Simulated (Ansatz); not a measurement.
**SiNH7ClF: molecular dynamics (part 1 of 5)**

SiNH7ClF, computed with RKS B3LYP-D4/def2-mTZVP (Ansatz 0.2.0).

It belongs to a series of runs on one base structure; here: dynamics from the highest image of the converged band. Figures and captions count atoms from 1; the log counts them from 0 in places.

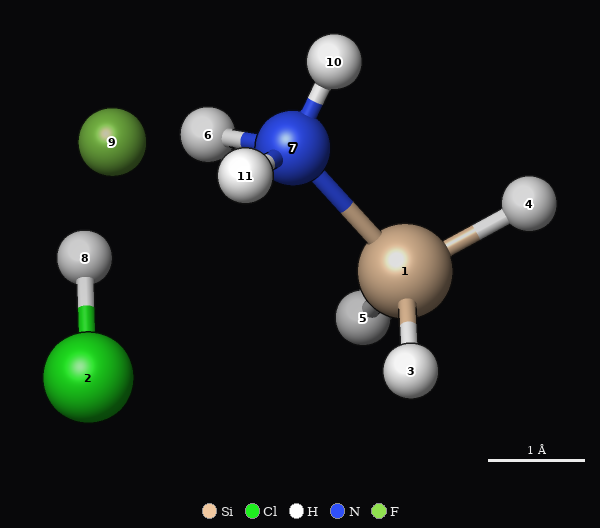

Fig. 1: The structure as given in the input (ball-and-stick view, seen at a tilt; atoms are numbered from 1 in the order of the input). Bond lengths as drawn: Cl–H 1.44 Å, H–N 1.02 to 1.20 Å, H–Si 1.47 to 1.48 Å and N–Si 1.83 Å.

Input
```yaml
crystal:
  periodic: [false, false, false]
  atoms:
    - { symbol: Si, position_ang: [-1.201583, 0.633538, -0.366611] }
    - { symbol: Cl, position_ang: [0.997802, -1.855526, -1.467246] }
    - { symbol: H, position_ang: [-1.034379, 0.9343, -1.796694] }
    - { symbol: H, position_ang: [-1.975683, 1.701322, 0.304696] }
    - { symbol: H, position_ang: [-1.783882, -0.686134, -0.096838] }
    - { symbol: H, position_ang: [0.716761, -0.335632, 0.946516] }
    - { symbol: "N", position_ang: [0.447678, 0.705832, 0.422953] }
    - { symbol: H, position_ang: [1.070039, -1.860357, -0.027836] }
    - { symbol: F, position_ang: [1.022939, -1.498936, 1.251503] }
    - { symbol: H, position_ang: [0.550724, 1.458915, 1.100053] }
    - { symbol: H, position_ang: [1.189486, 0.802676, -0.270597] }
basis:
  gaussian: { orbitals: def2-mTZVP }
hamiltonian:
  xc: b3lyp
  dispersion: d4
md:
  timestep: 0.5
  n_steps: 200
  ensemble: nve
  temperature: 300.0
  initial_velocities: maxwell_boltzmann
  seed: 9782
```

Command:
```bash
ansatz run input.yaml --threads 2 --pin off --max-ram 3072MiB --backend cpu --events-out ev --progress --plain --runs-dir out
```

Output
```
Engine: ansatz 0.2.0, aarch64-unknown-linux-gnu
Functional definition: B3LYP
  parameter a0 = 0.2
  parameter ax = 0.72
  parameter ac = 0.81
  exchange = (1 - a0 - ax)*slater_x + ax*b88_x + a0*exact_x
  correlation = (1 - ac)*vwn_rpa_c + ac*lyp_c
1003 factors; integrals over basis functions are off by at most 6.4e-4 eV
mean field evaluation 1: about -24719.1309 eV, gradient 6.1e1 eV
mean field evaluation 2: about -24712.5316 eV, gradient 8.5e1 eV
mean field evaluation 4: about -24725.2608 eV, gradient 4.8e0 eV
mean field evaluation 8: about -24725.3277 eV, gradient 2.3e-2 eV
mean field -24725.32768339 eV, -908.6390329356 hartree, gradient 1.0e-5 eV, S^2 0.000000; 0 other end points of the search recorded, 0 dependent functions left out
the calculation of the forces begins
reference -24725.32795310 eV, -908.6390428474 hartree; 27, 27 occupied and 76, 76 virtual orbitals, 1003 factors
md step     0: t =     0.00 fs  T =   300.0 K  F+E_penalty+E_count = -24725.65097310 eV  E_kin = 0.349002 eV  conserved = -24725.30197110 eV  (25 SCF iters)
these checks for a lower state are left out or cut short: starts, cluster_reference, orbital_swaps, neighbouring_geometries, increment
1003 factors; integrals over basis functions are off by at most 6.3e-4 eV
mean field evaluation 16: about -24725.2881 eV, gradient 1.2e0 eV
mean field -24725.32017290 eV, -908.6387569301 hartree, gradient 6.4e-6 eV, S^2 0.000000; 0 other end points of the search recorded, 0 dependent functions left out
the calculation of the forces begins
reference -24725.32044269 eV, -908.6387668447 hartree; 27, 27 occupied and 76, 76 virtual orbitals, 1003 factors
md step     1: t =     0.50 fs  T =   293.8 K  F+E_penalty+E_count = -24725.64364683 eV  E_kin = 0.341777 eV  conserved = -24725.30186952 eV  (31 SCF iters, 3 dispersion substeps)
[... from here on the SCF iterations and repeated set-up lines of each step are left out, up to the last step ...]
md step     2: t =     1.00 fs  T =   276.4 K  F+E_penalty+E_count = -24725.62308690 eV  E_kin = 0.321558 eV  conserved = -24725.30152849 eV  (31 SCF iters, 3 dispersion substeps)
md step     3: t =     1.50 fs  T =   252.4 K  F+E_penalty+E_count = -24725.59467520 eV  E_kin = 0.293608 eV  conserved = -24725.30106757 eV  (31 SCF iters, 3 dispersion substeps)
md step     4: t =     2.00 fs  T =   227.7 K  F+E_penalty+E_count = -24725.56556754 eV  E_kin = 0.264885 eV  conserved = -24725.30068295 eV  (31 SCF iters, 3 dispersion substeps)
md step     5: t =     2.50 fs  T =   207.3 K  F+E_penalty+E_count = -24725.54171721 eV  E_kin = 0.241186 eV  conserved = -24725.30053157 eV  (31 SCF iters, 3 dispersion substeps)
md step     6: t =     3.00 fs  T =   193.3 K  F+E_penalty+E_count = -24725.52552245 eV  E_kin = 0.224896 eV  conserved = -24725.30062603 eV  (31 SCF iters, 3 dispersion substeps)
md step     7: t =     3.50 fs  T =   184.6 K  F+E_penalty+E_count = -24725.51561137 eV  E_kin = 0.214770 eV  conserved = -24725.30084103 eV  (31 SCF iters, 3 dispersion substeps)
md step     8: t =     4.00 fs  T =   178.5 K  F+E_penalty+E_count = -24725.50868237 eV  E_kin = 0.207662 eV  conserved = -24725.30101988 eV  (31 SCF iters, 3 dispersion substeps)
md step     9: t =     4.50 fs  T =   172.6 K  F+E_penalty+E_count = -24725.50187269 eV  E_kin = 0.200798 eV  conserved = -24725.30107504 eV  (31 SCF iters, 3 dispersion substeps)
md step    10: t =     5.00 fs  T =   166.0 K  F+E_penalty+E_count = -24725.49415929 eV  E_kin = 0.193149 eV  conserved = -24725.30101062 eV  (31 SCF iters, 3 dispersion substeps)
md step    11: t =     5.50 fs  T =   159.5 K  F+E_penalty+E_count = -24725.48638435 eV  E_kin = 0.185499 eV  conserved = -24725.30088557 eV  (31 SCF iters, 3 dispersion substeps)
md step    12: t =     6.00 fs  T =   154.4 K  F+E_penalty+E_count = -24725.48039975 eV  E_kin = 0.179633 eV  conserved = -24725.30076702 eV  (31 SCF iters, 3 dispersion substeps)
md step    13: t =     6.50 fs  T =   152.4 K  F+E_penalty+E_count = -24725.47801793 eV  E_kin = 0.177312 eV  conserved = -24725.30070592 eV  (31 SCF iters, 3 dispersion substeps)
md step    14: t =     7.00 fs  T =   154.3 K  F+E_penalty+E_count = -24725.48019280 eV  E_kin = 0.179464 eV  conserved = -24725.30072839 eV  (31 SCF iters, 3 dispersion substeps)
md step    15: t =     7.50 fs  T =   159.7 K  F+E_penalty+E_count = -24725.48658007 eV  E_kin = 0.185742 eV  conserved = -24725.30083760 eV  (31 SCF iters, 3 dispersion substeps)
md step    16: t =     8.00 fs  T =   167.2 K  F+E_penalty+E_count = -24725.49547811 eV  E_kin = 0.194463 eV  conserved = -24725.30101497 eV  (26 SCF iters, 3 dispersion substeps)
md step    17: t =     8.50 fs  T =   174.4 K  F+E_penalty+E_count = -24725.50413809 eV  E_kin = 0.202919 eV  conserved = -24725.30121896 eV  (31 SCF iters, 3 dispersion substeps)
md step    18: t =     9.00 fs  T =   178.9 K  F+E_penalty+E_count = -24725.50945381 eV  E_kin = 0.208069 eV  conserved = -24725.30138445 eV  (31 SCF iters, 3 dispersion substeps)
md step    19: t =     9.50 fs  T =   178.4 K  F+E_penalty+E_count = -24725.50901162 eV  E_kin = 0.207579 eV  conserved = -24725.30143230 eV  (31 SCF iters, 3 dispersion substeps)
md step    20: t =    10.00 fs  T =   172.8 K  F+E_penalty+E_count = -24725.50231568 eV  E_kin = 0.201016 eV  conserved = -24725.30129920 eV  (31 SCF iters, 3 dispersion substeps)
md step    21: t =    10.50 fs  T =   163.9 K  F+E_penalty+E_count = -24725.49170203 eV  E_kin = 0.190715 eV  conserved = -24725.30098748 eV  (31 SCF iters, 3 dispersion substeps)
md step    22: t =    11.00 fs  T =   156.1 K  F+E_penalty+E_count = -24725.48220102 eV  E_kin = 0.181597 eV  conserved = -24725.30060361 eV  (31 SCF iters, 3 dispersion substeps)
md step    23: t =    11.50 fs  T =   154.3 K  F+E_penalty+E_count = -24725.47983036 eV  E_kin = 0.179497 eV  conserved = -24725.30033380 eV  (31 SCF iters, 3 dispersion substeps)
md step    24: t =    12.00 fs  T =   162.0 K  F+E_penalty+E_count = -24725.48876219 eV  E_kin = 0.188425 eV  conserved = -24725.30033700 eV  (31 SCF iters, 3 dispersion substeps)
md step    25: t =    12.50 fs  T =   179.1 K  F+E_penalty+E_count = -24725.50896324 eV  E_kin = 0.208334 eV  conserved = -24725.30062927 eV  (31 SCF iters, 3 dispersion substeps)
md step    26: t =    13.00 fs  T =   201.9 K  F+E_penalty+E_count = -24725.53597497 eV  E_kin = 0.234906 eV  conserved = -24725.30106940 eV  (31 SCF iters, 3 dispersion substeps)
md step    27: t =    13.50 fs  T =   224.8 K  F+E_penalty+E_count = -24725.56303002 eV  E_kin = 0.261568 eV  conserved = -24725.30146153 eV  (31 SCF iters, 3 dispersion substeps)
md step    28: t =    14.00 fs  T =   242.7 K  F+E_penalty+E_count = -24725.58402948 eV  E_kin = 0.282357 eV  conserved = -24725.30167270 eV  (30 SCF iters, 3 dispersion substeps)
md step    29: t =    14.50 fs  T =   252.7 K  F+E_penalty+E_count = -24725.59563770 eV  E_kin = 0.293962 eV  conserved = -24725.30167577 eV  (30 SCF iters, 3 dispersion substeps)
md step    30: t =    15.00 fs  T =   254.7 K  F+E_penalty+E_count = -24725.59779142 eV  E_kin = 0.296271 eV  conserved = -24725.30152023 eV  (30 SCF iters, 3 dispersion substeps)
md step    31: t =    15.50 fs  T =   250.8 K  F+E_penalty+E_count = -24725.59299685 eV  E_kin = 0.291715 eV  conserved = -24725.30128156 eV  (30 SCF iters, 3 dispersion substeps)
md step    32: t =    16.00 fs  T =   244.2 K  F+E_penalty+E_count = -24725.58514439 eV  E_kin = 0.284114 eV  conserved = -24725.30103056 eV  (30 SCF iters, 3 dispersion substeps)
md step    33: t =    16.50 fs  T =   238.6 K  F+E_penalty+E_count = -24725.57834398 eV  E_kin = 0.277519 eV  conserved = -24725.30082492 eV  (26 SCF iters, 3 dispersion substeps)
md step    34: t =    17.00 fs  T =   236.6 K  F+E_penalty+E_count = -24725.57595535 eV  E_kin = 0.275245 eV  conserved = -24725.30071081 eV  (30 SCF iters, 3 dispersion substeps)
md step    35: t =    17.50 fs  T =   239.9 K  F+E_penalty+E_count = -24725.57982115 eV  E_kin = 0.279098 eV  conserved = -24725.30072286 eV  (30 SCF iters, 3 dispersion substeps)
md step    36: t =    18.00 fs  T =   248.3 K  F+E_penalty+E_count = -24725.58973875 eV  E_kin = 0.288868 eV  conserved = -24725.30087098 eV  (30 SCF iters, 3 dispersion substeps)
md step    37: t =    18.50 fs  T =   259.8 K  F+E_penalty+E_count = -24725.60335882 eV  E_kin = 0.302237 eV  conserved = -24725.30112209 eV  (30 SCF iters, 3 dispersion substeps)
md step    38: t =    19.00 fs  T =   271.1 K  F+E_penalty+E_count = -24725.61677089 eV  E_kin = 0.315381 eV  conserved = -24725.30139027 eV  (30 SCF iters, 3 dispersion substeps)
md step    39: t =    19.50 fs  T =   278.8 K  F+E_penalty+E_count = -24725.62586976 eV  E_kin = 0.324310 eV  conserved = -24725.30155930 eV  (30 SCF iters, 3 dispersion substeps)
md step    40: t =    20.00 fs  T =   280.7 K  F+E_penalty+E_count = -24725.62811567 eV  E_kin = 0.326572 eV  conserved = -24725.30154405 eV  (30 SCF iters, 3 dispersion substeps)
md step    41: t =    20.50 fs  T =   277.1 K  F+E_penalty+E_count = -24725.62376534 eV  E_kin = 0.322408 eV  conserved = -24725.30135732 eV  (30 SCF iters, 3 dispersion substeps)
md step    42: t =    21.00 fs  T =   270.3 K  F+E_penalty+E_count = -24725.61561096 eV  E_kin = 0.314488 eV  conserved = -24725.30112339 eV  (30 SCF iters, 3 dispersion substeps)
md step    43: t =    21.50 fs  T =   263.1 K  F+E_penalty+E_count = -24725.60710271 eV  E_kin = 0.306105 eV  conserved = -24725.30099733 eV  (30 SCF iters, 3 dispersion substeps)
md step    44: t =    22.00 fs  T =   257.0 K  F+E_penalty+E_count = -24725.60005404 eV  E_kin = 0.299008 eV  conserved = -24725.30104627 eV  (30 SCF iters, 3 dispersion substeps)
md step    45: t =    22.50 fs  T =   251.4 K  F+E_penalty+E_count = -24725.59365027 eV  E_kin = 0.292449 eV  conserved = -24725.30120137 eV  (30 SCF iters, 3 dispersion substeps)
md step    46: t =    23.00 fs  T =   244.2 K  F+E_penalty+E_count = -24725.58545516 eV  E_kin = 0.284131 eV  conserved = -24725.30132430 eV  (31 SCF iters, 3 dispersion substeps)
md step    47: t =    23.50 fs  T =   233.9 K  F+E_penalty+E_count = -24725.57347571 eV  E_kin = 0.272162 eV  conserved = -24725.30131350 eV  (31 SCF iters, 3 dispersion substeps)
md step    48: t =    24.00 fs  T =   220.6 K  F+E_penalty+E_count = -24725.55773595 eV  E_kin = 0.256579 eV  conserved = -24725.30115670 eV  (31 SCF iters, 3 dispersion substeps)
md step    49: t =    24.50 fs  T =   206.0 K  F+E_penalty+E_count = -24725.54053385 eV  E_kin = 0.239621 eV  conserved = -24725.30091244 eV  (31 SCF iters, 3 dispersion substeps)
md step    50: t =    25.00 fs  T =   193.3 K  F+E_penalty+E_count = -24725.52558418 eV  E_kin = 0.224919 eV  conserved = -24725.30066559 eV  (31 SCF iters, 3 dispersion substeps)
md step    51: t =    25.50 fs  T =   185.9 K  F+E_penalty+E_count = -24725.51670726 eV  E_kin = 0.216216 eV  conserved = -24725.30049120 eV  (26 SCF iters, 3 dispersion substeps)
md step    52: t =    26.00 fs  T =   185.8 K  F+E_penalty+E_count = -24725.51662678 eV  E_kin = 0.216188 eV  conserved = -24725.30043881 eV  (23 SCF iters, 3 dispersion substeps)
md step    53: t =    26.50 fs  T =   193.9 K  F+E_penalty+E_count = -24725.52615669 eV  E_kin = 0.225628 eV  conserved = -24725.30052838 eV  (23 SCF iters, 3 dispersion substeps)
md step    54: t =    27.00 fs  T =   209.0 K  F+E_penalty+E_count = -24725.54386697 eV  E_kin = 0.243117 eV  conserved = -24725.30074967 eV  (24 SCF iters, 3 dispersion substeps)
md step    55: t =    27.50 fs  T =   228.0 K  F+E_penalty+E_count = -24725.56625261 eV  E_kin = 0.265192 eV  conserved = -24725.30106097 eV  (31 SCF iters, 3 dispersion substeps)
md step    56: t =    28.00 fs  T =   246.7 K  F+E_penalty+E_count = -24725.58842222 eV  E_kin = 0.287034 eV  conserved = -24725.30138858 eV  (31 SCF iters, 3 dispersion substeps)
md step    57: t =    28.50 fs  T =   261.0 K  F+E_penalty+E_count = -24725.60528705 eV  E_kin = 0.303651 eV  conserved = -24725.30163583 eV  (31 SCF iters, 3 dispersion substeps)
md step    58: t =    29.00 fs  T =   267.7 K  F+E_penalty+E_count = -24725.61308143 eV  E_kin = 0.311371 eV  conserved = -24725.30171018 eV  (31 SCF iters, 3 dispersion substeps)
md step    59: t =    29.50 fs  T =   265.8 K  F+E_penalty+E_count = -24725.61076865 eV  E_kin = 0.309198 eV  conserved = -24725.30157088 eV  (31 SCF iters, 3 dispersion substeps)
md step    60: t =    30.00 fs  T =   257.3 K  F+E_penalty+E_count = -24725.60061199 eV  E_kin = 0.299339 eV  conserved = -24725.30127251 eV  (31 SCF iters, 3 dispersion substeps)
md step    61: t =    30.50 fs  T =   246.1 K  F+E_penalty+E_count = -24725.58728633 eV  E_kin = 0.286325 eV  conserved = -24725.30096110 eV  (30 SCF iters, 3 dispersion substeps)
md step    62: t =    31.00 fs  T =   236.3 K  F+E_penalty+E_count = -24725.57565801 eV  E_kin = 0.274865 eV  conserved = -24725.30079296 eV  (30 SCF iters, 3 dispersion substeps)
md step    63: t =    31.50 fs  T =   230.1 K  F+E_penalty+E_count = -24725.56845416 eV  E_kin = 0.267628 eV  conserved = -24725.30082582 eV  (30 SCF iters, 3 dispersion substeps)
md step    64: t =    32.00 fs  T =   227.3 K  F+E_penalty+E_count = -24725.56538991 eV  E_kin = 0.264408 eV  conserved = -24725.30098205 eV  (30 SCF iters, 3 dispersion substeps)
md step    65: t =    32.50 fs  T =   226.2 K  F+E_penalty+E_count = -24725.56427849 eV  E_kin = 0.263158 eV  conserved = -24725.30112044 eV  (29 SCF iters, 3 dispersion substeps)
md step    66: t =    33.00 fs  T =   225.2 K  F+E_penalty+E_count = -24725.56310809 eV  E_kin = 0.261966 eV  conserved = -24725.30114239 eV  (29 SCF iters, 3 dispersion substeps)
md step    67: t =    33.50 fs  T =   223.9 K  F+E_penalty+E_count = -24725.56154048 eV  E_kin = 0.260497 eV  conserved = -24725.30104311 eV  (30 SCF iters, 3 dispersion substeps)
md step    68: t =    34.00 fs  T =   223.6 K  F+E_penalty+E_count = -24725.56103738 eV  E_kin = 0.260147 eV  conserved = -24725.30089052 eV  (30 SCF iters, 3 dispersion substeps)
md step    69: t =    34.50 fs  T =   226.2 K  F+E_penalty+E_count = -24725.56387265 eV  E_kin = 0.263100 eV  conserved = -24725.30077294 eV  (27 SCF iters, 3 dispersion substeps)
md step    70: t =    35.00 fs  T =   233.0 K  F+E_penalty+E_count = -24725.57179145 eV  E_kin = 0.271034 eV  conserved = -24725.30075696 eV  (30 SCF iters, 3 dispersion substeps)
md step    71: t =    35.50 fs  T =   244.2 K  F+E_penalty+E_count = -24725.58497587 eV  E_kin = 0.284109 eV  conserved = -24725.30086706 eV  (30 SCF iters, 3 dispersion substeps)
md step    72: t =    36.00 fs  T =   258.4 K  F+E_penalty+E_count = -24725.60163869 eV  E_kin = 0.300551 eV  conserved = -24725.30108779 eV  (30 SCF iters, 3 dispersion substeps)
md step    73: t =    36.50 fs  T =   272.4 K  F+E_penalty+E_count = -24725.61825548 eV  E_kin = 0.316883 eV  conserved = -24725.30137260 eV  (30 SCF iters, 3 dispersion substeps)
md step    74: t =    37.00 fs  T =   282.5 K  F+E_penalty+E_count = -24725.63030682 eV  E_kin = 0.328653 eV  conserved = -24725.30165371 eV  (29 SCF iters, 3 dispersion substeps)
md step    75: t =    37.50 fs  T =   285.0 K  F+E_penalty+E_count = -24725.63337347 eV  E_kin = 0.331523 eV  conserved = -24725.30185095 eV  (30 SCF iters, 3 dispersion substeps)
md step    76: t =    38.00 fs  T =   277.3 K  F+E_penalty+E_count = -24725.62442467 eV  E_kin = 0.322539 eV  conserved = -24725.30188524 eV  (31 SCF iters, 3 dispersion substeps)
md step    77: t =    38.50 fs  T =   259.0 K  F+E_penalty+E_count = -24725.60305757 eV  E_kin = 0.301353 eV  conserved = -24725.30170448 eV  (31 SCF iters, 3 dispersion substeps)
md step    78: t =    39.00 fs  T =   232.9 K  F+E_penalty+E_count = -24725.57226441 eV  E_kin = 0.270943 eV  conserved = -24725.30132120 eV  (31 SCF iters, 3 dispersion substeps)
md step    79: t =    39.50 fs  T =   204.0 K  F+E_penalty+E_count = -24725.53816108 eV  E_kin = 0.237322 eV  conserved = -24725.30083879 eV  (31 SCF iters, 3 dispersion substeps)
md step    80: t =    40.00 fs  T =   178.7 K  F+E_penalty+E_count = -24725.50832686 eV  E_kin = 0.207898 eV  conserved = -24725.30042915 eV  (31 SCF iters, 3 dispersion substeps)
md step    81: t =    40.50 fs  T =   162.4 K  F+E_penalty+E_count = -24725.48916002 eV  E_kin = 0.188914 eV  conserved = -24725.30024643 eV  (24 SCF iters, 3 dispersion substeps)
md step    82: t =    41.00 fs  T =   157.5 K  F+E_penalty+E_count = -24725.48354280 eV  E_kin = 0.183209 eV  conserved = -24725.30033384 eV  (23 SCF iters, 3 dispersion substeps)
md step    83: t =    41.50 fs  T =   163.0 K  F+E_penalty+E_count = -24725.49017417 eV  E_kin = 0.189568 eV  conserved = -24725.30060611 eV  (23 SCF iters, 3 dispersion substeps)
md step    84: t =    42.00 fs  T =   175.3 K  F+E_penalty+E_count = -24725.50483219 eV  E_kin = 0.203911 eV  conserved = -24725.30092071 eV  (31 SCF iters, 3 dispersion substeps)
md step    85: t =    42.50 fs  T =   190.3 K  F+E_penalty+E_count = -24725.52254018 eV  E_kin = 0.221374 eV  conserved = -24725.30116647 eV  (31 SCF iters, 3 dispersion substeps)
md step    86: t =    43.00 fs  T =   204.6 K  F+E_penalty+E_count = -24725.53933101 eV  E_kin = 0.238032 eV  conserved = -24725.30129859 eV  (31 SCF iters, 3 dispersion substeps)
md step    87: t =    43.50 fs  T =   216.4 K  F+E_penalty+E_count = -24725.55303024 eV  E_kin = 0.251709 eV  conserved = -24725.30132100 eV  (30 SCF iters, 3 dispersion substeps)
md step    88: t =    44.00 fs  T =   225.2 K  F+E_penalty+E_count = -24725.56325609 eV  E_kin = 0.261997 eV  conserved = -24725.30125870 eV  (26 SCF iters, 3 dispersion substeps)
md step    89: t =    44.50 fs  T =   232.0 K  F+E_penalty+E_count = -24725.57103632 eV  E_kin = 0.269890 eV  conserved = -24725.30114610 eV  (31 SCF iters, 3 dispersion substeps)
md step    90: t =    45.00 fs  T =   238.3 K  F+E_penalty+E_count = -24725.57822983 eV  E_kin = 0.277199 eV  conserved = -24725.30103088 eV  (31 SCF iters, 3 dispersion substeps)
md step    91: t =    45.50 fs  T =   245.6 K  F+E_penalty+E_count = -24725.58674281 eV  E_kin = 0.285771 eV  conserved = -24725.30097132 eV  (31 SCF iters, 3 dispersion substeps)
md step    92: t =    46.00 fs  T =   255.0 K  F+E_penalty+E_count = -24725.59761892 eV  E_kin = 0.296607 eV  conserved = -24725.30101236 eV  (31 SCF iters, 3 dispersion substeps)
md step    93: t =    46.50 fs  T =   265.8 K  F+E_penalty+E_count = -24725.61036454 eV  E_kin = 0.309213 eV  conserved = -24725.30115169 eV  (30 SCF iters, 3 dispersion substeps)
md step    94: t =    47.00 fs  T =   276.5 K  F+E_penalty+E_count = -24725.62300361 eV  E_kin = 0.321680 eV  conserved = -24725.30132408 eV  (30 SCF iters, 3 dispersion substeps)
md step    95: t =    47.50 fs  T =   285.1 K  F+E_penalty+E_count = -24725.63307206 eV  E_kin = 0.331643 eV  conserved = -24725.30142860 eV  (30 SCF iters, 3 dispersion substeps)
md step    96: t =    48.00 fs  T =   290.3 K  F+E_penalty+E_count = -24725.63913720 eV  E_kin = 0.337750 eV  conserved = -24725.30138725 eV  (30 SCF iters, 3 dispersion substeps)
md step    97: t =    48.50 fs  T =   292.9 K  F+E_penalty+E_count = -24725.64194447 eV  E_kin = 0.340742 eV  conserved = -24725.30120249 eV  (30 SCF iters, 3 dispersion substeps)
md step    98: t =    49.00 fs  T =   295.2 K  F+E_penalty+E_count = -24725.64434778 eV  E_kin = 0.343377 eV  conserved = -24725.30097072 eV  (29 SCF iters, 3 dispersion substeps)
md step    99: t =    49.50 fs  T =   300.0 K  F+E_penalty+E_count = -24725.64982580 eV  E_kin = 0.348987 eV  conserved = -24725.30083849 eV  (29 SCF iters, 3 dispersion substeps)
md step   100: t =    50.00 fs  T =   308.9 K  F+E_penalty+E_count = -24725.66027316 eV  E_kin = 0.359360 eV  conserved = -24725.30091339 eV  (30 SCF iters, 3 dispersion substeps)
md step   101: t =    50.50 fs  T =   320.8 K  F+E_penalty+E_count = -24725.67440229 eV  E_kin = 0.373217 eV  conserved = -24725.30118483 eV  (30 SCF iters, 3 dispersion substeps)
```
